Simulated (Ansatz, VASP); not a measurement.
# Pb (Lead): VASP beside Ansatz

Aim: how closely do two programs agree when they are given the same cell, functional and k mesh? The cell comes out of the VASP series on this material, whose earlier steps may have relaxed, scaled or displaced it; both programs get it as it stands.

Program: Ansatz 0.2.0. Level of theory: plane waves, with VASP 6.6.1 beside it; relaxation of cell and atoms at r2SCAN with rVV10. Results are calculated unless marked as measured.

## Step 1: The starting structure

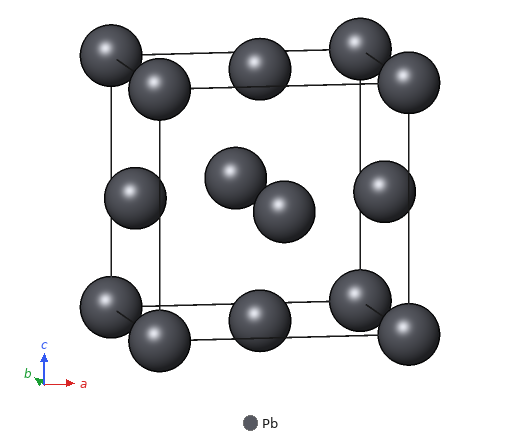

Start, viewed slightly off an axis; lead dark grey. This picture shows the conventional cell, with its axes. Some periodic images of atoms are drawn too.

Coordinates:

```
Pb
1.0
     0.00000    2.48059    2.48059
     2.48059    0.00000    2.48059
     2.48059    2.48059    0.00000
Pb
1
Direct
  0.00000 0.00000 0.00000
```

## Step 2: VASP: relaxation of cell and atoms, r2SCAN with rVV10

The relaxed volume is the usual yardstick between codes: its relative difference is about their pressure difference at one cell divided by the bulk modulus.

Lines of VASP's logs that name or quote its potential files are left out, and so is its time.

The input, INCAR:

```
SYSTEM = Pb
PREC = Accurate
ENCUT = 450
EDIFF = 1E-06
NELM = 100
ISMEAR = 1
SIGMA = 0.15
LREAL = .FALSE.
ALGO = Normal
METAGGA = R2SCAN
LUSE_VDW = .TRUE.
IVDW_NL = 2
BPARAM = 11.95
CPARAM = 0.0093
LASPH = .TRUE.
NBANDS = 13
LORBIT = 11
LWAVE = .FALSE.
LCHARG = .FALSE.
KPAR = 4
IBRION = 2
NSW = 50
ISIF = 3
EDIFFG = -0.006
```

The input, POSCAR:

```
Pb
1.0
    0.0000000000      2.4805905942      2.4805905942
    2.4805905942      0.0000000000      2.4805905942
    2.4805905942      2.4805905942      0.0000000000
Pb
1
Direct
    0.0000000000      0.0000000000      0.0000000000
```

The input, KPOINTS:

```
Automatic mesh
0
Gamma
16 16 16
0 0 0
```

Potentials, in the order of the species: Pb_d (PBE family, release 64).

Command:

```bash
mpirun -np 4 vasp_std
```

Numbers of over 12 decimals in the logs are rounded to 6 here.

What it wrote:

```text
[banner, memory and clock lines left out]
running    4 mpi-ranks, on    1 nodes
 distrk:  each k-point on    1 cores,    4 groups
 distr:  one band on    1 cores,    1 groups

 POSCAR found type information on POSCAR Pb
 POSCAR found :  1 types and       1 ions
|                                                                             |
|               ----> ADVICE to this user running VASP <----                  |
|                                                                             |
|     You have switched on vdW-DFT.                                           |
|     This routine was written and supplied by Jiri Klimes. We recommend      |
|     that you carefully read and cite the following publications:            |
|       J. Klimes, D.R. Bowler, A. Michelides                                 |
|          J. Phys.: Cond Matt. 22 022201 (2010)                              |
|       J. Klimes, D.R. Bowler, A. Michelides                                 |
|          Phys. Rev. B. 83, 195131 (2011)                                    |
|     and references therein.                                                 |
|                                                                             |

|                                                                             |
|               ----> ADVICE to this user running VASP <----                  |
|                                                                             |
|     You enforced a specific xc type in the INCAR file but a different       |
|     [... a line on the potential file left out ...]
|     I HOPE YOU KNOW WHAT YOU ARE DOING!                                     |
|                                                                             |

 LDA part: xc-table for (None), standard interpolation
 POSCAR, INCAR and KPOINTS ok, starting setup
 FFT: planning ... GRIDC
 FFT: planning ... GRID_SOFT
 FFT: planning ... GRID
 WAVECAR not read
 entering main loop
       N       E                     dE             d eps       ncg     rms          rms(c)
Total rVV10 correction in eV:      0.3670912    15.3846996
Total rVV10 correction in eV:      0.3670912    15.3846996
Total rVV10 correction in eV:      0.3670912    15.3846996
Total rVV10 correction in eV:      0.3670912    15.3846996
DAV:   1     0.500234311431E+02    0.50023E+02   -0.66916E+03  3867   0.116E+03
DAV:   2    -0.542815652996E+02   -0.10430E+03   -0.10115E+03  3970   0.302E+02
DAV:   3    -0.592662847222E+02   -0.49847E+01   -0.49677E+01  4643   0.729E+01
DAV:   4    -0.593825155836E+02   -0.11623E+00   -0.11621E+00  4752   0.119E+01
DAV:   5    -0.593882864144E+02   -0.57708E-02   -0.57707E-02  5350   0.244E+00    0.107E+00
Total rVV10 correction in eV:      0.3636443    15.3847003
Total rVV10 correction in eV:      0.3636443    15.3847003
Total rVV10 correction in eV:      0.3636443    15.3847003
Total rVV10 correction in eV:      0.3636443    15.3847003
DAV:   6    -0.559222982041E+02    0.34660E+01   -0.12411E+00  4630   0.232E+01    0.615E-01
Total rVV10 correction in eV:      0.3633869    15.3847003
Total rVV10 correction in eV:      0.3633869    15.3847003
Total rVV10 correction in eV:      0.3633869    15.3847003
Total rVV10 correction in eV:      0.3633869    15.3847003
DAV:   7    -0.559181785258E+02    0.41197E-02   -0.16280E-02  5798   0.216E+00    0.358E-01
Total rVV10 correction in eV:      0.3623268    15.3847003
Total rVV10 correction in eV:      0.3623268    15.3847003
Total rVV10 correction in eV:      0.3623268    15.3847003
Total rVV10 correction in eV:      0.3623268    15.3847003
DAV:   8    -0.559187554859E+02   -0.57696E-03   -0.18374E-02  4780   0.238E+00    0.114E-01
Total rVV10 correction in eV:      0.3618232    15.3847003
Total rVV10 correction in eV:      0.3618232    15.3847003
Total rVV10 correction in eV:      0.3618232    15.3847003
Total rVV10 correction in eV:      0.3618232    15.3847003
DAV:   9    -0.559183697101E+02    0.38578E-03   -0.88838E-04  4750   0.532E-01    0.681E-02
Total rVV10 correction in eV:      0.3617259    15.3847003
Total rVV10 correction in eV:      0.3617259    15.3847003
Total rVV10 correction in eV:      0.3617259    15.3847003
Total rVV10 correction in eV:      0.3617259    15.3847003
DAV:  10    -0.559181872629E+02    0.18245E-03   -0.69777E-04  4900   0.497E-01    0.898E-03
Total rVV10 correction in eV:      0.3617991    15.3847003
Total rVV10 correction in eV:      0.3617991    15.3847003
Total rVV10 correction in eV:      0.3617991    15.3847003
Total rVV10 correction in eV:      0.3617991    15.3847003
DAV:  11    -0.559181889556E+02   -0.16927E-05   -0.19611E-05  4336   0.387E-02    0.779E-03
Total rVV10 correction in eV:      0.3618122    15.3847003
Total rVV10 correction in eV:      0.3618122    15.3847003
Total rVV10 correction in eV:      0.3618122    15.3847003
Total rVV10 correction in eV:      0.3618122    15.3847003
DAV:  12    -0.559181882178E+02    0.73783E-06   -0.10148E-05  4935   0.601E-02    0.164E-03
Total rVV10 correction in eV:      0.3618087    15.3847003
Total rVV10 correction in eV:      0.3618087    15.3847003
Total rVV10 correction in eV:      0.3618087    15.3847003
Total rVV10 correction in eV:      0.3618087    15.3847003
DAV:  13    -0.559181881429E+02    0.74902E-07   -0.21812E-07  2665   0.730E-03
Total rVV10 correction in eV:      0.3618036    15.3847003
Total rVV10 correction in eV:      0.3618036    15.3847003
Total rVV10 correction in eV:      0.3618036    15.3847003
Total rVV10 correction in eV:      0.3618036    15.3847003
Total rVV10 correction in eV:      0.3618071    15.3847003
Total rVV10 correction in eV:      0.3618071    15.3847003
Total rVV10 correction in eV:      0.3618071    15.3847003
Total rVV10 correction in eV:      0.3618071    15.3847003
   1 F= -.55918188E+02 E0= -.55918139E+02  d E =-.559182E+02
 curvature:   0.00 expect dE= 0.000E+00 dE for cont linesearch  0.000E+00
 trial: gam= 0.00000 g(F)=  0.352E-63 g(S)=  0.277E-06 ort = 0.000E+00 (trialstep = 0.100E+01)
 search vector abs. value=  0.278E-06
 reached required accuracy - stopping structural energy minimisation
```

Parts of OUTCAR (step 2):

```text
ion  position               nearest neighbor table
   1  0.000  0.000  0.000-

  LATTYP: Found a face centered cubic cell.
 ALAT       =     4.9611811884

 Subroutine GETGRP returns: Found 48 space group operations
 (whereof 48 operations were pure point group operations)

The static configuration has the point symmetry O_h .

 Found    145 irreducible k-points:

   k-points           NKPTS =    145   k-points in BZ     NKDIM =    145   number of bands    NBANDS=     13

   dimension x,y,z NGX =    24 NGY =   24 NGZ =   24
   dimension x,y,z NGXF=    48 NGYF=   48 NGZF=   48

   ENCUT  =  450.0 eV  33.07 Ry    5.75 a.u.   6.07  6.07  6.07*2*pi/ulx,y,z

   NELECT =      14.0000    total number of electrons

 k-points in reciprocal lattice and weights: Automatic mesh
   0.00000000  0.00000000  0.00000000       0.000
   0.06250000  0.00000000  0.00000000       0.002
   0.12500000  0.00000000  0.00000000       0.002
   0.18750000  0.00000000  0.00000000       0.002
   0.25000000  0.00000000  0.00000000       0.002
   0.31250000  0.00000000  0.00000000       0.002
   0.37500000  0.00000000  0.00000000       0.002
   0.43750000  0.00000000  0.00000000       0.002
   0.50000000  0.00000000  0.00000000       0.001
[...]
-0.31250000  0.50000000  0.18750000       0.003
  -0.25000000  0.50000000  0.25000000       0.001

 average (electrostatic) potential at core
       1 -96.4118

 E-fermi :   7.1905

 k-point     1 :       0.0000    0.0000    0.0000
  band No.  band energies     occupation
    ...
      2     -10.5646      2.00000
      3     -10.5646      2.00000
      4     -10.4188      2.00000
      5     -10.4188      2.00000
      6      -5.1246      2.00000
      7      14.8116      0.00000
      8      14.8117      0.00000
      9      14.8117      0.00000
     10      17.5270      0.00000
     11      19.3209      0.00000
    ...

 k-point     2 :       0.0625    0.0000    0.0000
  band No.  band energies     occupation
    ...
      2     -10.5586      2.00000
      3     -10.5585      2.00000
      4     -10.4193      2.00000
      5     -10.4193      2.00000
      6      -5.0460      2.00000
      7      13.8531      0.00000
      8      14.7109      0.00000
      9      14.7109      0.00000
     10      17.3039      0.00000
     11      19.7249      0.00000
    ...

 k-point     3 :       0.1250    0.0000    0.0000
  band No.  band energies     occupation
    ...
      2     -10.5437      2.00000
      3     -10.5437      2.00000
      4     -10.4181      2.00000
      5     -10.4181      2.00000
      6      -4.8101      2.00000
      7      11.9558      0.00000
      8      14.4462      0.00000
      9      14.4462      0.00000
     10      17.0249      0.00000
     11      20.4272      0.00000
    ...

  Total       -0.0013844     -0.0013844     -0.0013844      0.0000000      0.0000000      0.0000000
  in kB       -0.0726595     -0.0726595     -0.0726595      0.0000000      0.0000000      0.0000000
  external PRESSURE =      -0.0726595 kB  Pullay stress =       0.0000000 kB

  energy-cutoff  :      450.00
  volume of cell :       30.53
      direct lattice vectors                 reciprocal lattice vectors
     0.000000000  2.480590594  2.480590594    -0.201564902  0.201564902  0.201564902
     2.480590594  0.000000000  2.480590594     0.201564902 -0.201564902  0.201564902
     2.480590594  2.480590594  0.000000000     0.201564902  0.201564902 -0.201564902

 POSITION                                       TOTAL-FORCE (eV/Angst)
 -----------------------------------------------------------------------------------
      0.00000      0.00000      0.00000        -0.000000     -0.000000     -0.000000
 -----------------------------------------------------------------------------------
    total drift:                               -0.000000     -0.000000      0.000000

  FREE ENERGIE OF THE ION-ELECTRON SYSTEM (eV)
  ---------------------------------------------------
  free  energy   TOTEN  =       -55.9181881429 eV

  energy  without entropy=      -55.9180411025  energy(sigma->0) =      -55.91813913

 reached required accuracy - stopping structural energy minimisation

 total charge
# of ion       s       p       d       tot
------------------------------------------
    1        1.386   0.760   9.796  11.941

[... 3 further parts left out ...]
```

CONTCAR:

```
Pb
   1.00000000000000
     0.0000000000000000    2.4805905942000002    2.4805905942000002
     2.4805905942000002    0.0000000000000000    2.4805905942000002
     2.4805905942000002    2.4805905942000002    0.0000000000000000
  Pb
     1
Direct
     0.0000000000000000    0.0000000000000000    0.0000000000000000
```

## Step 3: Ansatz: relaxation of cell and atoms, r2SCAN with rVV10

Ansatz runs on its default PAW (the set named soft_2) files.

The same cell, functional, mesh and smearing now go to Ansatz, which takes its cutoff from its data sets.

The input, input.yaml:

```yaml
crystal:
  lattice:
    - [0.0, 2.4805905942, 2.4805905942]
    - [2.4805905942, 0.0, 2.4805905942]
    - [2.4805905942, 2.4805905942, 0.0]
  atoms:
    - { symbol: Pb, position: [0.0, 0.0, 0.0] }
hamiltonian:
  xc: r2scan
  pseudopotentials: { kind: paw }
  dispersion: rvv10
kpoints:
  mp_grid: { grid: [16, 16, 16] }
scf:
  occupations: { method: methfessel_paxton, width: 0.15 }
relax:
  f_tol: 0.01
  max_steps: 60
  cell: { stress_tol: 0.05 }
output:
  forces: true
  stress: true
```

Command:

```bash
ansatz run input.yaml --threads 4 --pin off --max-ram 9216MiB --backend cpu --events-out ev --progress --plain --runs-dir out
```

What it wrote:

```text
Engine: ansatz 0.2.0, aarch64-unknown-linux-gnu
Pseudopotentials: kind: paw
Pseudopotential: Pb, paw, valence charge 14, recommended cutoff 500 eV (meta_gga), Pb.paw.azcp
Functional definition: r2SCAN+rVV10
  parameter k0 = 0.174
  parameter k1 = 0.065
  parameter a1 = 4.9479
  exchange = r2scan_x(k0 = k0, k1 = k1, a1 = a1)
  correlation = r2scan_c + rvv10(11.95, 0.0093)
Crystal: 1 atoms, lattice volume = 30.528 Å³
Basis set: ecut = 500 eV, 749 PW (Γ), exchange–correlation on 120×120×120 points (64 copies of the dense FFT grid, shifted against one another)
Bands: 11, of which v1, the nominal top of the filled ones, is band 7 counted from 1 (6 counted from 0)
Symmetry: 48 space group operations
Space group: Fm-3m (ITA 225), of the structure as read, at distance tolerance 3.1e-5 Å
k-points: 145 of 4096
Non-local potential: Pb, projectors of the file, l = 0: 2, l = 1: 2, l = 2: 2, l = 3: 2
PAW form: soft (Blöchl's): semilocal exchange-correlation on the pseudo side does not see the compensation charge
rVV10 density: all electrons in the spheres
PAW frozen core: Pb, regenerated for the run's functional (the file was generated under x = pbe(κ = 0.804, μ = 0.219515), c = pbe(β = 0.066725))
PAW one-centre angular grid: Pb, 590 points (default); XC on 160 Gauss nodes
Initial density: superposition of atomic densities (neutral atoms: chi_scale 0, normalization atom), corrected by the library's trained network
Initial wavefunctions: pseudopotential atomic-orbital guess
Functional: x = r2scan, c = r2scan + rvv10(b = 11.95, C = 0.0093); τ floored in thin density (d = 2e-4 eV/Å³)
SCF iter   1: F=—  HF=-11917.598278 eV  |F-HF|=—  |Δ(HF+E_count)|=         —  Δρ=6.16e-3  dr2=7.30e-3  dr2_τ=5.61e-4  ethr=1.77e-3  ⟨swp⟩=5.7  Hψ=10681  notcnv=0
preconditioner: auto → none  [metal: Δε(μ)=0.067 eV  Ē_g=20.898 eV  σ=0.150 eV  W_gap=0.37  n_scr=8 (ndim 8)  ℏωp=25.1 eV  f_vac=0.000  D(μ)=0.44/eV (n_scr^D=0)  sad-step TF]
SCF iter   2: F=—  HF=-11917.598856 eV  |F-HF|=—  |Δ(HF+E_count)|=   5.79e-4  S|Δr|=    0.00e0  Δρ=2.86e-3  dr2=1.67e-3  dr2_τ=4.97e-5  ethr=5.21e-5  ⟨swp⟩=3.0  Hψ=3852  notcnv=0
SCF iter   3: F=—  HF=-11917.598623 eV  |F-HF|=—  |Δ(HF+E_count)|=   2.33e-4  S|Δr|=    0.00e0  Δρ=2.29e-4  dr2=1.79e-5  dr2_τ=1.58e-6  ethr=1.19e-5  ⟨swp⟩=2.0  Hψ=2510  notcnv=0
SCF iter   4: F=—  HF=-11917.598662 eV  |F-HF|=—  |Δ(HF+E_count)|=   3.88e-5  S|Δr|=    0.00e0  Δρ=9.13e-5  dr2=2.36e-6  dr2_τ=1.27e-7  ethr=1.28e-7  ⟨swp⟩=3.0  Hψ=2595  notcnv=0
SCF iter   5: F=-11917.598664 eV  HF=-11917.598664 eV  |F-HF|=4.73e-8  |Δ(HF+E_count)|=   2.16e-6  S|Δr|=    0.00e0  Δρ=2.13e-5  dr2=9.22e-8  dr2_τ=4.38e-9  ethr=7.14e-10  ⟨swp⟩=3.5  Hψ=6485  notcnv=0
SCF 1 converged in 5 iterations: F = -11917.598664 eV  dr2 = 9.22e-8
  greatest PAW one-centre occupation: 0.976 electrons in one spin orbital (limit 2), on the Pb atom at site 0 (counted from 0), in its partial waves of l = 2
relax step   1: F+E_penalty+E_count = -11917.59866415 eV  Δ(F+E_penalty+E_count) = +0.000e0 eV  max|allowed force component| = 0.000e0 eV/Å  Δτ_max = 0.0000 Å  P = -0.255 GPa  Ω = 30.528 Å³  (5 SCF iters, dr2 threshold 1.00e-7 eV, accepted)
[...]
relax step   2: F+E_penalty+E_count = -11917.59879273 eV  Δ(F+E_penalty+E_count) = -1.286e-4 eV  max|allowed force component| = 0.000e0 eV/Å  Δτ_max = 0.0000 Å  P = +0.035 GPa  Ω = 30.351 Å³  energy of the carried Pulay correction = +5.092e-6 eV  (3 SCF iters, dr2 threshold 1.00e-7 eV, accepted)
[...]
relax step   3: F+E_penalty+E_count = -11917.59878789 eV  Δ(F+E_penalty+E_count) = +4.836e-6 eV  max|allowed force component| = 0.000e0 eV/Å  Δτ_max = 0.0000 Å  P = +0.033 GPa  Ω = 30.351 Å³  stress off target by 3.34e-2 GPa  SCF on the basis re-selected at this cell (its energy is not comparable with the rows above)  (4 SCF iters)
basis re-selected at this cell: Δ(F+E_penalty+E_count) = +4.836e-6 eV, ΔP = -0.001 GPa vs the last step (what re-selecting the basis moved, of the pressure what is left beyond the Pulay correction that the steps carried, after the strain that the cell walked since its last selection, with what the two solves' SCF thresholds leave and, on support functions, any second-order correction that the steps lacked; it is no measure of the basis error at this ecutwfc). This SCF's stress stands 3.34e-2 GPa from its target on what of the cell is left free (relax.cell.stress_tol is 5.00e-2 GPa) and its largest allowed force component is 0.00e0 eV/Å (relax.f_tol is 1.00e-2 eV/Å): [rest of the remark cut]
SCF converged after 4 iterations
Stability not checked: this state was not tested for a lower state beside it, because cold or Methfessel-Paxton smearing, or corrected tetrahedra, fill the levels in a way that the test cannot read (fill_not_monotonic; see scf.lower_state_search)
Free energy (F): -11917.598788 eV
Harris-Foulkes:  -11917.598788 eV  (|F-HF|=2.55e-11)
Internal energy: -11917.598665 eV  (E = F + TS)
E sigma→0 (E₀):  -11917.598757 eV
Entropy (-TS):   -0.000123 eV (-0.123 meV/atom)
Fermi energy:    10.918762 eV
--- Per-component energies (eV) ---
  E_band       = -45.676185
  E_kinetic    = 288.532814
  E_local      = -1017.468231  (includes V_loc(G=0)·N_el)
  E_nonlocal   = 350.235577
  E_hartree    = 405.400173
  E_xc         = -204.794166
  E_vxc        = -144.879354  (∫ρ·V_xc dr)
  E_paw        = -10433.811606  (= ΣΔE_a)
  E_vpaw       = -343.640473  (= ΣTr[D̂ρ^β])
  E_aug_tail   = 0.000011  (compensation charges beyond the density's cutoff)
  E_vtau       = 10.743130  (kinetic-family band-sum trace: ∫τ·v_τ [+ j·A + Jᵃ·Aᵃ] dr)
  E_ewald      = -1306.658737
  E_core_change = 0.965502  (= ΣΔE_core)
  E_smearing   = -0.000123  (= −TS)
  E_closure    = 0.000000  (closes the sum)
  Σ components = -11917.598788   (vs F -11917.598788, Δ=0.00e0)
--- Forces (eV/Å), atoms counted from 1 ---
  atom   1  Pb    -0.00000000     0.00000000     0.00000000
  max |Σ_I F_I| component: 9.86e-32 eV/Å
--- Stress (GPa, compression-positive) ---
        0.033437       0.000000       0.000000
        0.000000       0.033437       0.000000
        0.000000       0.000000       0.033437
  P = ⅓ Tr σ = 0.0334 GPa (0.334 kbar)
--- Relaxed structure (2 steps of the walk, 2 accepted, 1 SCFs on fresh bases) ---
  F+E_penalty+E_count = -11917.59878789 eV   max|allowed force component| = 0.000e0 eV/Å   (the final SCF, on the basis selected at the relaxed cell)
  cell:  # Å, volume = 30.3505 Å³
    - [0, 2.475780, 2.475780]
    - [2.475780, 0, 2.475780]
    - [2.475780, 2.475780, 0]
  atoms:
    - { symbol: Pb, position: [0.0, 0.0, 0.0] }
```

Elapsed: 9.6 s, on 4 threads of Arm Neoverse N1, shared host; peak memory 0.5 GiB; 35 s of CPU time.

## Step 4: Side by side

Known differences besides the PAW data sets themselves: VASP keeps PBE cores, Ansatz makes them for the functional; both relaxations stop at a tolerance, which leaves soft axes loose, and VASP keeps its plane-wave basis; the cutoff is 500 eV in Ansatz and 450 eV in VASP; Ansatz adds a Pulay correction to the stress that steers its cell, VASP none. Total energies have different zeros and are not compared.

The two programs side by side:

```csv
quantity,Ansatz,VASP,difference
volume (Å³),30.35,30.53,-0.58 %
"edge a after relaxation, in the typed setting (Å)",3.501,3.508,-0.19 %
```

The walks stopped with 0.03 GPa left in Ansatz and -0.01 GPa in VASP; each walk ends within a tolerance, so the volume difference is uncertain by about these residues over the bulk modulus, most in soft cells.

## Step 5: What came out

| Quantity | Value |
| --- | --- |
| difference in volume (relaxation of cell and atoms, r2SCAN with rVV10) | -0.58 % |

The difference in volume is -0.58 % (relaxation of cell and atoms, r2SCAN with rVV10), within the 1.2 % picked in this series as the mark of a large difference, as far as the stopping tolerances let one tell. Differences of this kind measure data sets and numerical settings, not the functional's error against experiment.

[Lines on the potential files, build, host, timing and source positions are cut from VASP's logs without a mark.]

[Logs are printed without paths, hosts, clocks, repeated set-up lines and the standing remarks that a program may print on its own settings, such as how far it seeks lower states.]

[Hosts, paths, dates, database ids (printed as entryN), source tags and the programs' standing remarks are cut or masked in the printed files.]
